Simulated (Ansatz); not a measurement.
# Y under a change: Y → Sc

Take Y in the hcp (Mg type) structure (space group P6_3/mmc, No. 194; a = 3.683 Å, c = 5.698 Å) as the base.

It is then changed as follows: full substitution Y → Sc; the structure is relaxed again.

The values are results of r2SCAN (Ansatz, a program for electronic structure; PAW; 500 eV plane waves; no spin-orbit coupling), earlier PAW set, not measurements. k-mesh 16×16×9 (Γ-centred); smearing 0.05 eV (Fermi–Dirac), for the changed cell.

```
quantity                                     base             changed      shift
-----------------------------  ------------------  ------------------  ---------
volume per atom                          33.46 Å³            24.96 Å³  -8.506 Å³
c/a ratio                                   1.547               1.559     +0.012
space group                    P6_3/mmc (No. 194)  P6_3/mmc (No. 194)          –
shortest interatomic distance             3.555 Å             3.232 Å   -0.323 Å
band gap                                     zero                zero          –
```

Final structure:

```
CELL_PARAMETERS angstrom
      3.33113     0.00000     0.00000
     -1.66557     2.88484     0.00000
      0.00000     0.00000     5.19418
ATOMIC_POSITIONS crystal
  Sc 0.33333 0.66667 0.75000
  Sc 0.66667 0.33333 0.25000
```

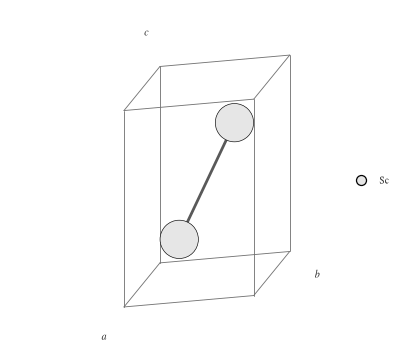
Figure. The relaxed conventional cell after the change

No phonon test of stability was made. The final runs are not spin-polarised.
